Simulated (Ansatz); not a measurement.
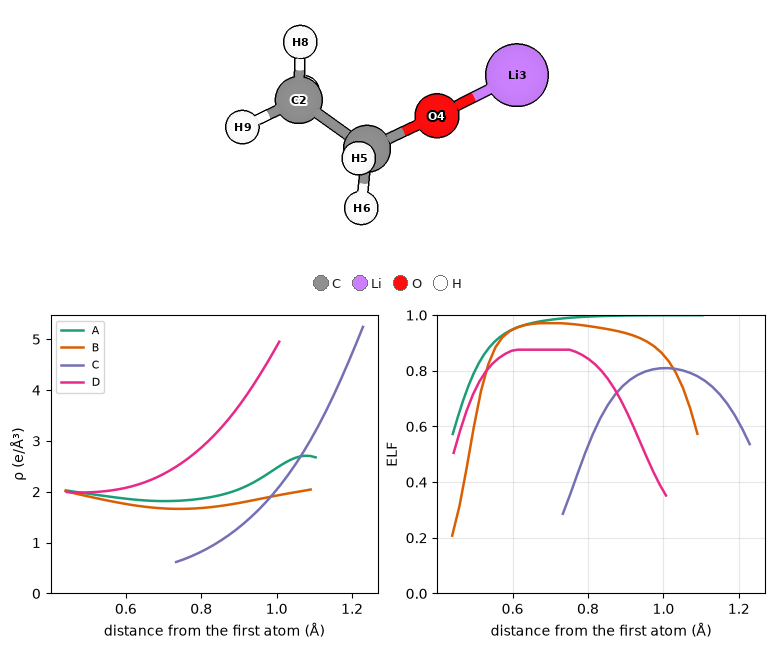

Figure. C₂H₅LiO (SMILES [Li][O]CC). Electron density and electron localisation function along straight lines between neighbouring atoms. The curves leave out the atomic cores. The structure is drawn too.

Geometry: r2SCAN-D4/def2-SVP.

Theory: Ansatz, isolated molecule in a Gaussian basis; Kohn-Sham density functional theory, functional PBE0.

Input file:

```
basis:
  gaussian: {orbitals: def2-TZVPD}
crystal:
  periodic: [false, false, false]
  atoms:
    - {symbol: C, position_ang: [-1.825445, 0.228553, -1.144430]}
    - {symbol: C, position_ang: [-1.938607, -1.296923, -1.106775]}
    - {symbol: Li, position_ang: [-1.193960, 1.336016, 1.516517]}
    - {symbol: O, position_ang: [-1.533398, 0.762105, 0.077866]}
    - {symbol: H, position_ang: [-1.055126, 0.491967, -1.912787]}
    - {symbol: H, position_ang: [-2.784937, 0.629041, -1.559316]}
    - {symbol: H, position_ang: [-2.730118, -1.601307, -0.400848]}
    - {symbol: H, position_ang: [-0.990396, -1.739138, -0.756324]}
    - {symbol: H, position_ang: [-2.174801, -1.721526, -2.098084]}
hamiltonian: {xc: pbe0}
output: {forces: true, orbitals: {seedname: orbitals}}
```

Run with:

```sh
ansatz run input.yaml --threads 1 --pin off --max-ram 2610MiB --events-out events.jsonl --progress --plain --runs-dir runs
```

### Which curve belongs to which contact (C–C, C–H, C–O and Li–O)? The first atom named is at distance zero.

Curve A: C–H (1.10 Å): the density is about 1.9 e/Å³ at the midpoint; the ELF climbs to about 1 towards the hydrogen, as it does in any bond to H: an ordinary covalent bond to hydrogen. Curve B: C–C (1.53 Å): the density is about 1.7 e/Å³ at the midpoint; the ELF peaks at about 1 between the atoms; a shared electron pair. Curve C: Li–O (1.59 Å): ρ at the midpoint is about 0.8 e/Å³; the ELF peaks at about 0.80 in the valence shell of O, 0.6 Å from its nucleus, and is about 0.50 at the midpoint: a closed-shell, largely ionic contact. Curve D: C–O (1.37 Å): ρ at the midpoint is about 2.3 e/Å³, with its minimum of 2 e/Å³ about 0.5 Å from C; the ELF peaks at about 0.90 between the atoms: a shared but strongly polarised pair.
